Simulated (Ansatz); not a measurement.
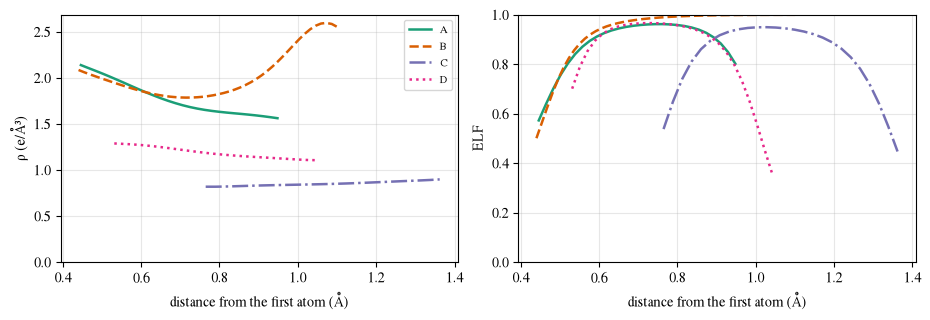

*CH7B2Si (SMILES C[B+][BH2-][SiH2+]) (charge +1). Electron density and electron localisation function along straight lines between neighbouring atoms. The curves leave out the atomic cores.*

Geometry: PBE0-D3(BJ)/pcseg-1.

Theory: isolated molecule in a Gaussian basis; Kohn-Sham density functional theory, functional PBE0 (Ansatz 0.2.0).

```xyz
11

C    -2.6097    0.9557    0.3368
B    -1.3045    0.2832    0.5731
B     0.1433   -0.3321    0.6406
Si    0.5308   -1.7545    1.8579
H    -2.5088    1.6823   -0.4856
H    -2.9458    1.4961    1.2347
H    -3.3861    0.2274    0.0563
H     0.8510    0.6375    0.8240
H     0.1228   -0.7955   -0.4929
H     0.1735   -3.1757    1.6153
H     1.2838   -1.5897    3.1269
```

Question: Which curve belongs to which contact (B–B, C–B, C–H and Si–B)? The first atom named is at distance zero.

Answer: Curve A: C–B (1.49 Å): ρ at the midpoint is about 1.7 e/Å³; the ELF peaks at about 0.95 between the atoms: a covalent bond. Curve B: C–H (1.10 Å): ρ at the midpoint is about 1.9 e/Å³; the ELF climbs to about 1 towards the hydrogen, as it does in any bond to H; a covalent bond by its length. Curve C: Si–B (1.91 Å): ρ is about 0.84 e/Å³ halfway; the ELF peaks at about 0.95 between the atoms; localised, covalent bonding. Curve D: B–B (1.57 Å): ρ at the midpoint is about 1.2 e/Å³; the ELF peaks at about 0.95 between the atoms, as expected for a covalent bond.
